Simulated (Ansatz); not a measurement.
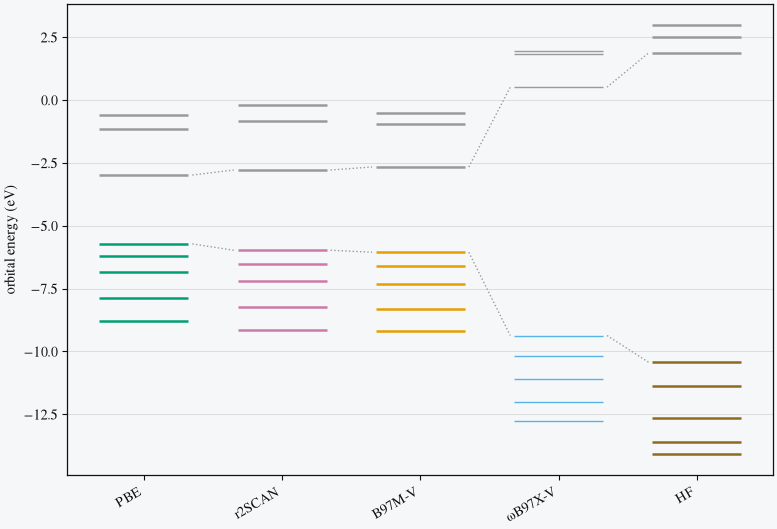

Frontier orbital energies of CH₅NO₂Sn, SMILES [NH2][Sn@@H]([OH])[CH]=O, singlet at one geometry, def2-TZVPP, the Ansatz code 0.2.0, at a PBE0-D4/def2-TZVP geometry (a minimum by its frequencies). Empty levels are grey, levels within 0.1 eV stand side by side; all columns show the same few orbitals around the gap. Dotted lines join the HOMOs and the LUMOs.

### Compare the HOMO-LUMO separations.

The separation grows from 2.74 eV (PBE) to 12.30 eV (HF).

| level | HOMO (eV) | LUMO (eV) | separation (eV) |
| --- | --- | --- | --- |
| PBE | −5.72 | −2.98 | 2.74 |
| r2SCAN | −5.97 | −2.78 | 3.19 |
| B97M-V | −6.05 | −2.66 | 3.39 |
| ωB97X-V | −9.37 | 0.51 | 9.88 |
| HF | −10.43 | 1.87 | 12.30 |

Caveats, for all or some of the runs: core potentials past krypton; empty levels above zero depend strongly on the basis; one conformer of a flexible molecule; spin-orbit coupling is left out, and with Sn it can shift these levels and split any degenerate set.
